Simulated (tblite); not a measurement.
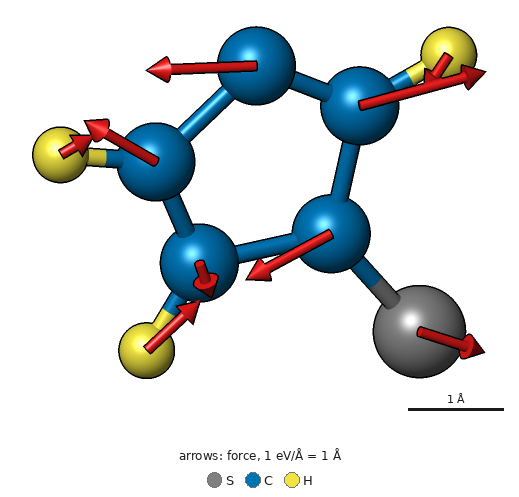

Starting geometry of C₅H₃S (multiplicity 2) with the computed forces as red arrows. The picture is a ball-and-stick view, seen at a tilt.

Computed with GFN2-xTB geometry optimisation, gas phase in tblite 0.8.0. 

> What follows when this structure is relaxed?

It isn't relaxed: the largest force vector, on a C atom, is 1.43 eV/Å. The final displacements have little in common with the starting forces (cosine between the two patterns 0.24). Over 34 geometry steps the energy falls by 18.0 kJ/mol. The atom that moves furthest after the best rigid fit is the S atom (0.20 Å). Largest moves by element: S 0.20 Å, C 0.16 Å, H 0.10 Å. Near-neighbour distances that change, for instance: C–C 1.464 → 1.427 Å, C–C 1.475 → 1.441 Å, C–S 1.606 → 1.636 Å, C–C 1.337 → 1.361 Å. Bond angles that change, for instance: S–C–C 130.0° → 120.9°, S–C–C 123.0° → 129.0°, C–C–H 127.6° → 133.5°.
